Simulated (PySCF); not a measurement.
## A study: H3N, SMILES `N`

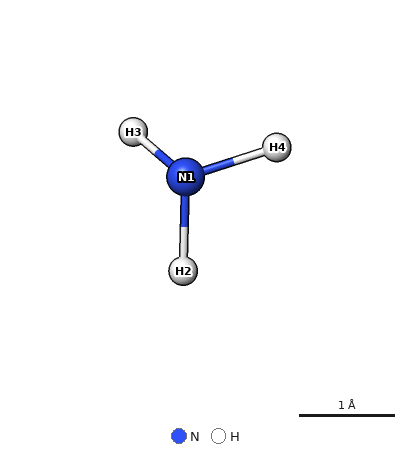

The molecule, with its atoms numbered as below. No frequency check shows the geometry to be a minimum.

Coordinates in Å:

```
N1      -0.0000    0.0000   -0.1100
H2      -0.6935   -0.6404    0.2567
H3       0.9013   -0.2804    0.2567
H4      -0.2078    0.9208    0.2567
```

## 1. Bonding charge

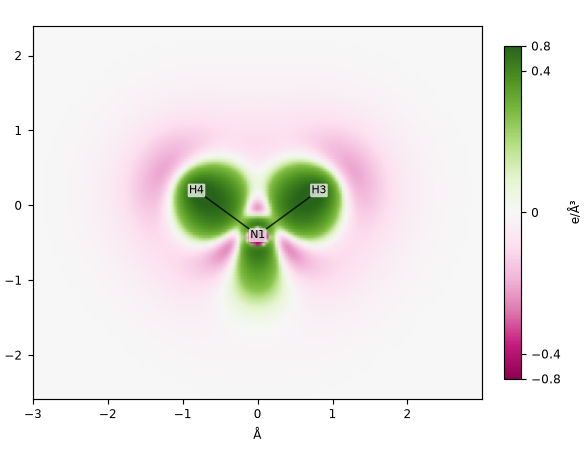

Deformation density (molecule less spherical, spin-averaged free atoms) in the plane of N1, H3 and H4; colour scale in e/Å³, logarithmic beyond ±0.1; green: gain, pink: loss.

Level of theory: TPSSh/6-311+G** (PySCF), at a geometry from GFN2-xTB.

Question: How much density has each bond in this plane gained at its critical point, relative to the free atoms?

Answer: N1–H4 and N1–H3: +0.81 e/Å³ at the bond critical point (bond length 1.01 Å). In all, 0.8 electrons gather in the regions of gain relative to the promolecule.

Question: Where do the Hirshfeld charges lie?

Answer: The highest Hirshfeld charge is on H2, H3 and H4 (+0.10 e), the lowest on N1 (−0.30 e).

```tsv
atom	charge (e)
N1	−0.30
H2	+0.10
H3	+0.10
H4	+0.10
```

## 2. Bond critical points

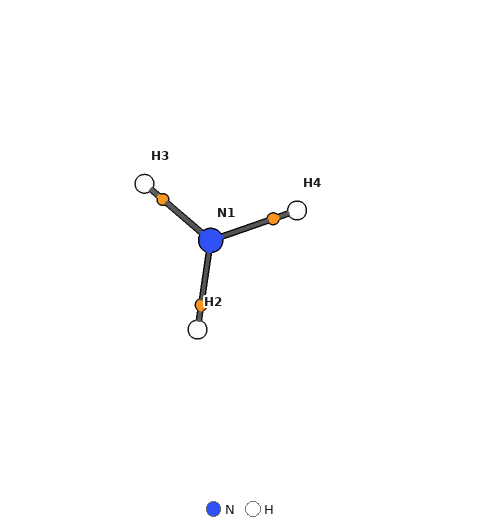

Molecular graph of the electron density (QTAIM): bond paths, bond critical points (orange), ring points (yellow, if any); weak paths are dashed.

Question: How many critical points of each kind are there, and does the count close?

Answer: 4 nuclei, 3 bond, 0 ring and 0 cage critical points: 4 − 3 + 0 − 0 = 1, as the Poincaré–Hopf relation requires.

Question: What does the calculation give at each kind of bond critical point?

Answer:
```csv
bond,length (Å),ρ (a.u.),∇²ρ (a.u.),ε,H (a.u.)
N1–H2 (3 alike),1.013,0.338,−1.50,0.04,−0.436
```

Question: What kind of interaction is N1–H2?

Answer: Shared-shell (covalent): ρ = 0.338, ∇²ρ = −1.50, H = −0.436 a.u.

## 3. Electrostatic potential

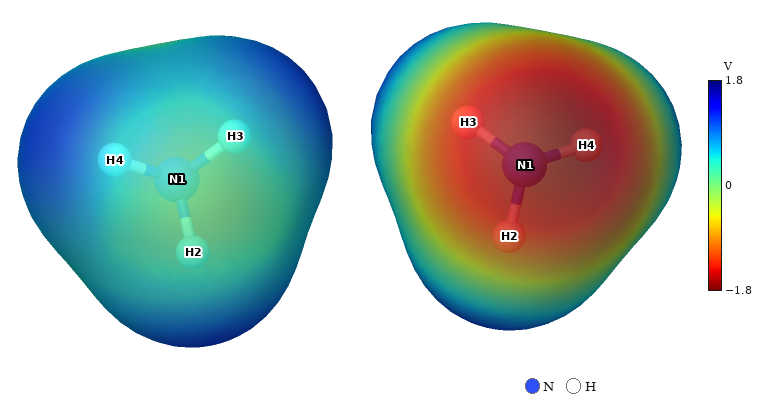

Electrostatic potential on the surface of electron density 0.001 a.u. (back view left, front view right).

Question: Where are the extremes of the potential on the surface?

Answer: Highest: 1.15 V, 1.3 Å from H2, and at like points elsewhere. Lowest: −1.76 V, 2.1 Å from N1. Further minima include 0.14 V, near H4 (1.89 Å), H3 (1.93 Å), H2 (2.05 Å) and N1 (2.08 Å). The surface is sampled at points, so like sites can differ by a few per cent and only the strongest of them is named.

## 4. Excited states

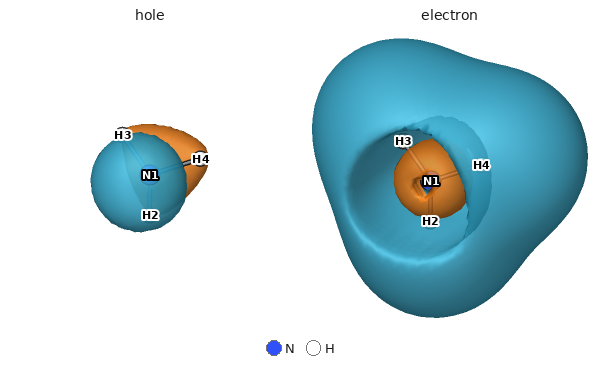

Leading natural transition orbital pair of S₁ (TDA singlet states); the surfaces enclose about 70 % of each orbital's density.

Computed with PySCF, BHandHLYP/def2-SVPD, geometry: GFN2-xTB.

Question: Where does the state lie, and where do hole and electron sit?

Answer: 7.30 eV (170 nm), f = 0.084, partly diffuse acceptor orbital; the leading pair carries 100 %; hole on N1 (79 %) and H2, H3 and H4 (7 % each), electron on H2, H3 and H4 (26 % each) and N1 (22 %) (atom shares of so diffuse an orbital are rough); their centroids lie 0.6 Å apart. In canonical orbitals it is mainly HOMO → LUMO (99 %). The HOMO–LUMO gap is 10.67 eV.

## 5. Removing or adding an electron

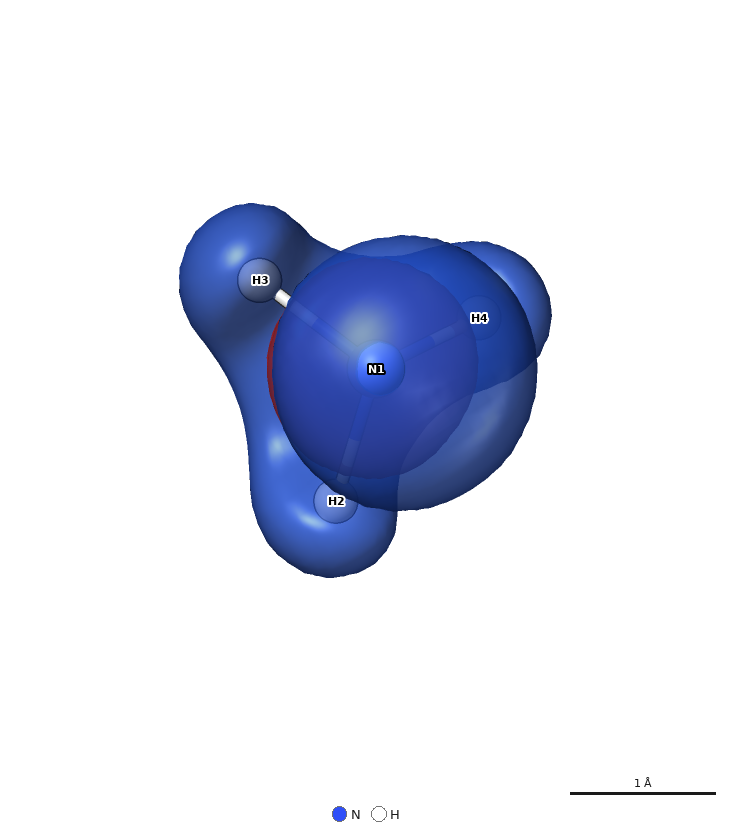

Fukui function f⁻ = ρ(N) − ρ(N−1) at fixed geometry, surfaces at ±0.05 e/Å³ (blue positive, red negative).

PySCF calculation, PBE0/def2-SVPD, gas phase; geometry: GFN2-xTB.

Question: Which atoms respond most to the removal of an electron?

Answer: f⁻ (Hirshfeld-condensed) is largest on N1 (0.53); the vertical ionisation energy is 10.76 eV. Condensed values hint at sites of electrophilic attack but needn't mark the atom that reacts. Orbital relaxation makes it negative in places (0.14 e in all).

## 6. Localised orbitals

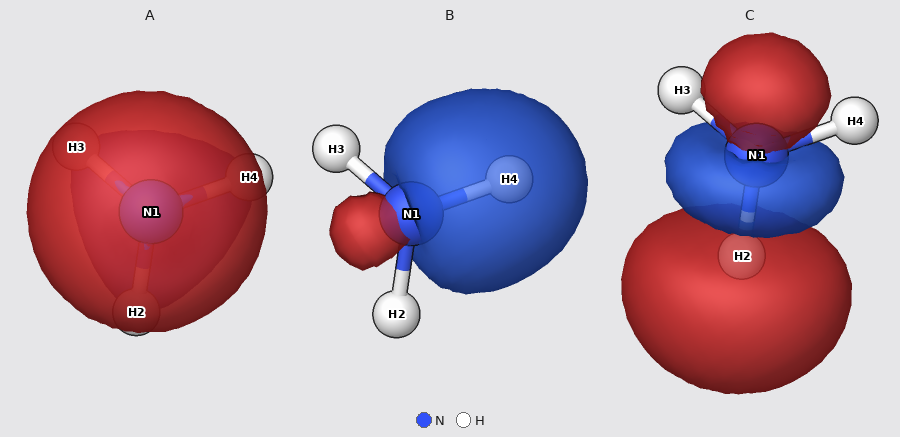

Intrinsic bond orbitals (IBO), occupied and valence-virtual; each surface holds about 85 % of the orbital's density. Energies are diagonal elements of the Fock matrix.

Computed with PySCF, B3LYP/aug-cc-pVDZ, geometry: GFN2-xTB.

Question: What does each orbital represent in a Lewis picture?

Answer: By panel:
- A: lone pair on N1 (sp4-type) (N1 100 %; −8.1 eV)
- B: σ bond N1–H4 (N1 63 %, H4 37 %; −16.1 eV)
- C: σ* orbital H2–N1, mostly on H2 (H2 63 %, N1 37 %; 8.0 eV)

Question: Which has the smallest and which the largest spatial spread?

Answer: Smallest: B (0.76 Å); largest: C (1.01 Å).

## 7. Stretching a bond

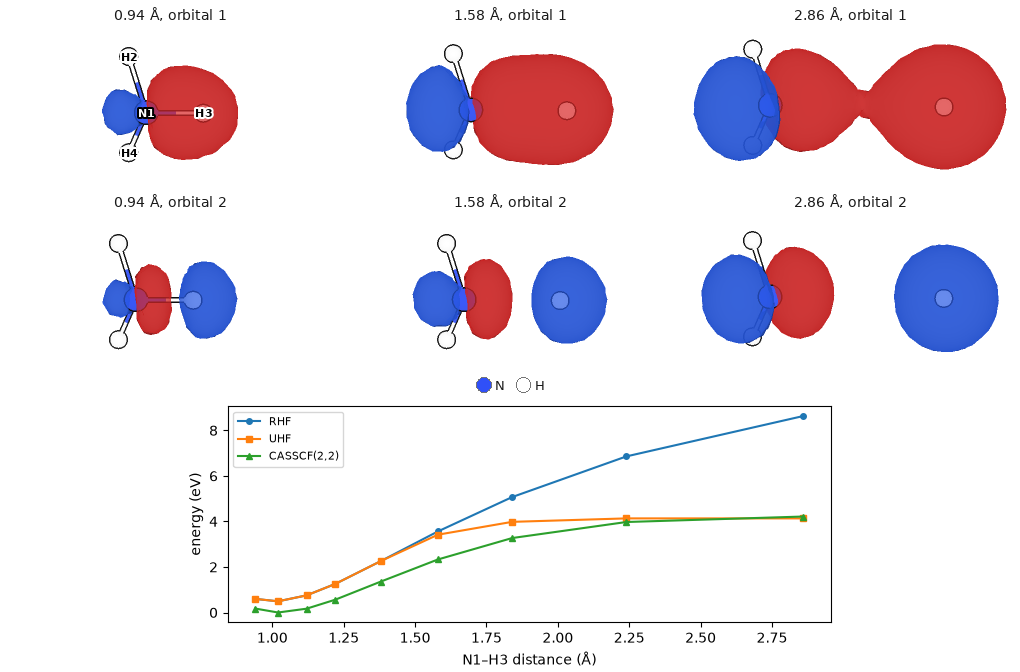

Rigid stretch of the N1–H3 bond. The two CASSCF(2,2) natural orbitals nearest half filling (orbital 1 the more occupied). Below: energies along the scan, from the lowest point of the three curves.

Method: def2-SVPD basis; geometry: GFN2-xTB; program: PySCF.

Question: How do the occupations change along the stretch?

Answer: 0.94 Å: 1.99 and 0.01; 1.58 Å: 1.88 and 0.12; 2.86 Å: 1.19 and 0.81. At the longest distance computed (2.86 Å) they are 1.19 and 0.81, and the effective number of unpaired electrons is 1.9.

Question: Where does the UHF solution part from RHF?

Answer: Between 1.38 Å (⟨S²⟩ = 0, the two coincide) and 1.58 Å (⟨S²⟩ = 0.35); at 2.86 Å ⟨S²⟩ is 1.00 and UHF lies 4.5 eV below RHF.

Question: How much energy does the stretch cost?

Answer: By CASSCF, 4.2 eV from the lowest point of the scan (1.02 Å) to 2.86 Å; RHF gives 8.1 eV from its own lowest point. The fragments aren't relaxed and dynamic correlation is missing, so this isn't a bond dissociation energy.

The PySCF runs shown took 4.9 s, 13 s, 17 s, 3.1 s and 20 s on 1 thread of Arm Neoverse N1, with other jobs on the host.
